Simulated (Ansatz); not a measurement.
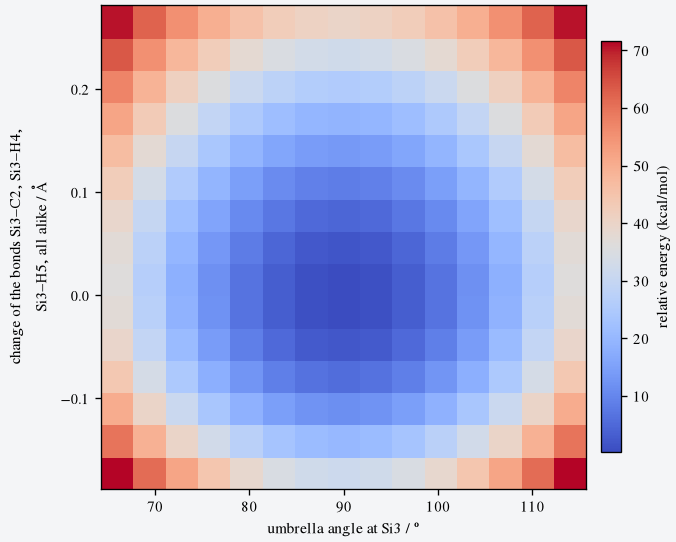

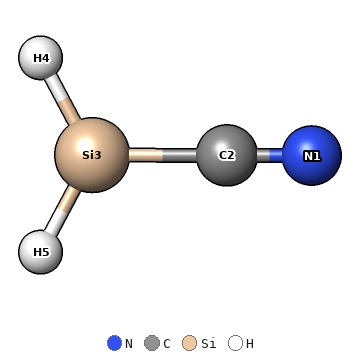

Energy landscape of CH₂NSi, SMILES N#C[SiH2+], charge +1. The first coordinate is: umbrella angle at Si3 (between each of its bonds and their common axis; 90 is planar); the second: change of the bonds Si3–C2, Si3–H4, Si3–H5, all alike. Nothing is relaxed (all other coordinates rigid). The grid has 15 × 15 points; 120 points were computed and 105 follow by symmetry. Points are written as (first, second). Energies are in kcal/mol, from the relaxed molecule at the same level. Level of theory: RHF/def2-TZVP (Ansatz 0.2.0).

Drawn: one coloured cell a grid point. The second picture is the structure at the lowest point.

> What does the map say about the system?

The lowest grid point is at (90.0°, 0.016 Å), 0.21 kcal/mol from the relaxed molecule at the same level. No other kind of well shows on this grid. The highest grid point, (66.0°, −0.172 Å), lies 71.5 kcal/mol above the lowest. Round the minimum the two coordinates are nearly uncoupled.

The values on the grid:

| second ↓, first → | 66.0 | 69.4 | 72.9 | 76.3 | 79.7 | 83.1 | 86.6 | 90.0 | 93.4 | 96.9 | 100.3 | 103.7 | 107.1 | 110.6 | 114.0 |
| --- | --- | --- | --- | --- | --- | --- | --- | --- | --- | --- | --- | --- | --- | --- | --- |
| 0.266 | 70.6 | 62.4 | 55.4 | 49.9 | 45.6 | 42.6 | 40.7 | 40.1 | 40.7 | 42.6 | 45.6 | 49.9 | 55.4 | 62.4 | 70.6 |
| 0.234 | 63.6 | 55.2 | 48.0 | 42.4 | 38.0 | 34.9 | 33.0 | 32.4 | 33.0 | 34.9 | 38.0 | 42.4 | 48.0 | 55.2 | 63.6 |
| 0.203 | 57.4 | 48.8 | 41.4 | 35.6 | 31.2 | 28.0 | 26.0 | 25.4 | 26.0 | 28.0 | 31.2 | 35.6 | 41.4 | 48.8 | 57.4 |
| 0.172 | 51.7 | 42.9 | 35.4 | 29.5 | 24.9 | 21.7 | 19.7 | 19.0 | 19.7 | 21.7 | 24.9 | 29.5 | 35.4 | 42.9 | 51.7 |
| 0.141 | 46.7 | 37.8 | 30.1 | 24.0 | 19.4 | 16.0 | 14.0 | 13.3 | 14.0 | 16.0 | 19.4 | 24.0 | 30.1 | 37.8 | 46.7 |
| 0.109 | 42.4 | 33.3 | 25.4 | 19.3 | 14.5 | 11.1 | 9.0 | 8.3 | 9.0 | 11.1 | 14.5 | 19.3 | 25.4 | 33.3 | 42.4 |
| 0.078 | 39.3 | 29.9 | 21.9 | 15.6 | 10.7 | 7.3 | 5.1 | 4.5 | 5.1 | 7.3 | 10.7 | 15.6 | 21.9 | 29.9 | 39.3 |
| 0.047 | 37.2 | 27.7 | 19.5 | 13.1 | 8.1 | 4.6 | 2.4 | 1.7 | 2.4 | 4.6 | 8.1 | 13.1 | 19.5 | 27.7 | 37.2 |
| 0.016 | 36.4 | 26.7 | 18.3 | 11.8 | 6.7 | 3.1 | 0.9 | 0.2 | 0.9 | 3.1 | 6.7 | 11.8 | 18.3 | 26.7 | 36.4 |
| −0.016 | 37.1 | 27.2 | 18.7 | 12.0 | 6.9 | 3.2 | 0.9 | 0.2 | 0.9 | 3.2 | 6.9 | 12.0 | 18.7 | 27.2 | 37.1 |
| −0.047 | 39.5 | 29.4 | 20.8 | 14.0 | 8.7 | 5.0 | 2.7 | 1.9 | 2.7 | 5.0 | 8.7 | 14.0 | 20.8 | 29.4 | 39.5 |
| −0.078 | 43.8 | 33.6 | 24.7 | 17.8 | 12.5 | 8.7 | 6.3 | 5.6 | 6.3 | 8.7 | 12.5 | 17.8 | 24.7 | 33.6 | 43.8 |
| −0.109 | 50.3 | 39.9 | 30.9 | 23.9 | 18.5 | 14.6 | 12.2 | 11.5 | 12.2 | 14.6 | 18.5 | 23.9 | 30.9 | 39.9 | 50.3 |
| −0.141 | 59.7 | 49.1 | 40.0 | 32.8 | 27.3 | 23.4 | 20.9 | 20.2 | 20.9 | 23.4 | 27.3 | 32.8 | 40.0 | 49.1 | 59.7 |
| −0.172 | 71.7 | 60.9 | 51.6 | 44.4 | 38.8 | 34.8 | 32.3 | 31.5 | 32.3 | 34.8 | 38.8 | 44.4 | 51.6 | 60.9 | 71.7 |

The whole map (120 points run) took 2.1 min on 1 thread of Arm Neoverse V2 (shared host).
